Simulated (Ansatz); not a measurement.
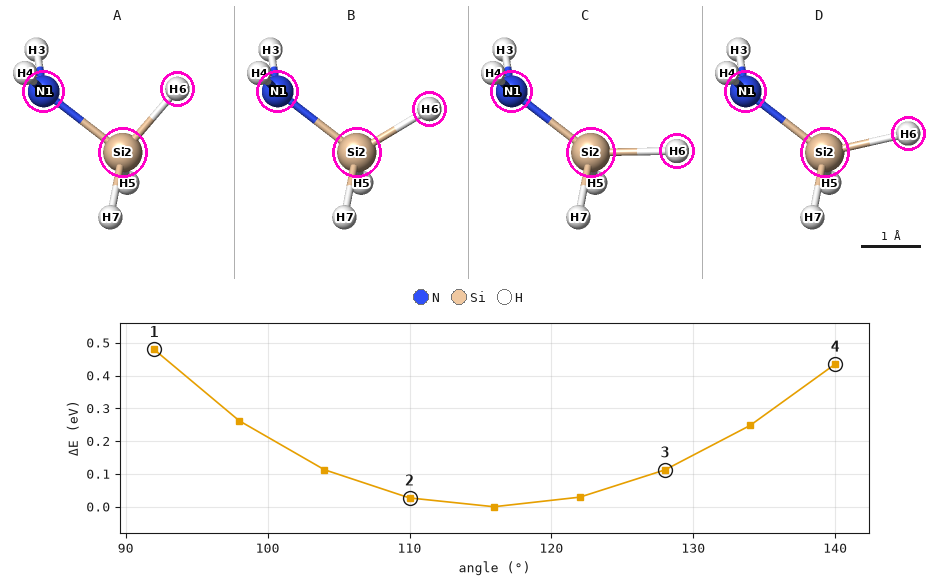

Energy scan for SiNH$_{5}$, in which the H6–Si2–N1 angle is varied, with the rest of the molecule carried along rigidly. The frames are shuffled; the numbered points of the plot belong to them. The picture is a ball-and-stick view, seen onto the plane of the angle, with a slight tilt. The ringed atoms are those of the scanned coordinate.

Single-point energies from Ansatz with wB97M-V in the def2-TZVPP basis, on geometries moved rigidly from the minimum at PBE0-D4/def2-TZVP. Energies are counted from the PBE0-D4/def2-TZVP minimum geometry at the same level.

### Which frame belongs to which numbered point?

Point 1 is frame A (the angle 92.0°, 0.479 eV); 2 is frame B (the angle 110.0°, 0.027 eV); 3 is frame D (the angle 128.0°, 0.112 eV); 4 is frame C (the angle 140.0°, 0.435 eV). Of the computed points the lowest is at the angle 116.0°, 0.000 eV. The end points stand at 0.479 eV (92.0°) and 0.435 eV (140.0°). The curvature at the lowest point is about 5.1 eV/rad².
